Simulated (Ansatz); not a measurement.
C2H8Si: several calculations on one system

## 1. Relaxation

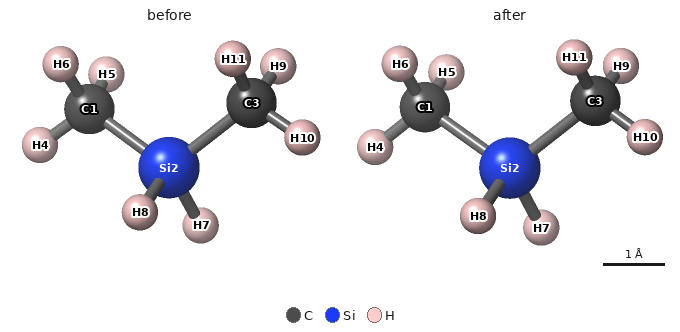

The structure of C2H8Si before (left) and after (right) a relaxation, at one scale.

A ball-and-stick model, seen from a free direction.

The run prepares an end point of a later path (torsion) calculation, from a guessed geometry.

The calculation used Ansatz, RKS PBE-D4/def2-SVP. Settings: no spin polarisation; force threshold 0.015 eV/Å; at most 40 steps.

**What changed between the two?**

The largest moves after the best rigid fit, 0.090 Å, are those of C1 and H4. By element the largest moves are H 0.090 Å, C 0.089 Å, Si 0.017 Å. Near-neighbour distances that change, for instance: C1–Si2 1.790 → 1.892 Å, Si2–C3 1.820 → 1.892 Å, Si2–H8 1.446 → 1.509 Å, C1–H4 1.071 → 1.109 Å. Among the angles between lasting bonds that change: H4–C1–H5 102.5° → 107.9°, Si2–C1–H5 115.1° → 111.0°, H4–C1–H6 104.3° → 107.9°. After 4 geometry steps the energy has fallen by 6.50 kcal/mol. Largest force component: 2.7 eV/Å at the start, 0.0094 eV/Å at the end.

## 2. Relaxation

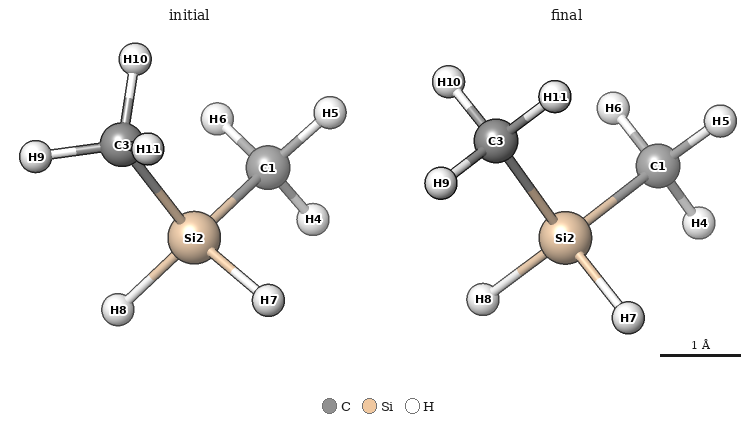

The structure of C2H8Si before (left) and after (right) a relaxation, at one scale.

The picture is a ball-and-stick view, seen from a free direction.

The run prepares an end point of a later path (torsion) calculation, from a guessed geometry.

Theory: RKS PBE-D4/def2-SVP (Ansatz 0.2.0). Settings: no spin polarisation; force threshold 0.015 eV/Å; at most 40 steps.

What changed between the two?

Answer. The atom that moves furthest after the best rigid fit is H10 (0.89 Å). Largest moves by element: H 0.89 Å, C 0.15 Å, Si 0.10 Å. Among the contacts that change: C1–Si2 1.790 → 1.892 Å, Si2–C3 1.820 → 1.892 Å, Si2–H8 1.446 → 1.509 Å, C1–H4 1.071 → 1.109 Å. Among the angles between lasting bonds that change: H4–C1–H5 102.5° → 107.9°, Si2–C1–H5 115.1° → 110.9°, H4–C1–H6 104.3° → 107.9°. Groups turn about Si2–C3 by about 60°. Over 10 accepted moves (11 points after the start) the energy falls by 8.49 kcal/mol. Largest force component: 2.6 eV/Å at the start, 0.0015 eV/Å at the end. The line search rejected the trial step at point 8 of the run. The forces were under the threshold at step 7, but the run went on from there. Cost: 29 s on 1 thread of Arm Neoverse V1 (shared host), peak memory 0.11 GiB.

## 3. Path

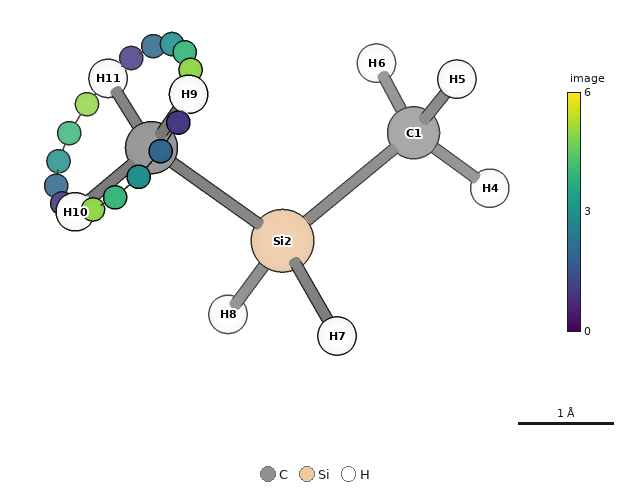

NEB run on C2H8Si. Images are numbered from 0 (start) to 6 (end). The start is drawn whole; smaller spheres mark the moving atoms (H) in the later images, joined by lines and coloured by the number of the image. A ball-and-stick model, seen at a tilt.

All numbers below come from Ansatz 0.2.0, RKS PBE-D4/def2-SVP. Set-up: 5 movable images; climbing image; force threshold 0.05 eV/Å; iteration limit 60; starting path by image-dependent pair potential.

Describe the path and its energy.

The motion is a rotation about the C–Si bond by about 120°. No bond forms or breaks between the ends. The two ends have the same energy, and the highest point, image 3, lies 6.5 kJ/mol above the start. The band converged in 3 iterations. The largest component of the band force went from 0.43 to 0.046 eV/Å. The climbing image converged on the top of the path. Its vibrational analysis gives one imaginary mode (163i cm⁻¹), as a transition state must have.

The run took 48 s on 1 thread of Arm Neoverse V1, with other jobs on the host, peak memory 0.11 GiB.
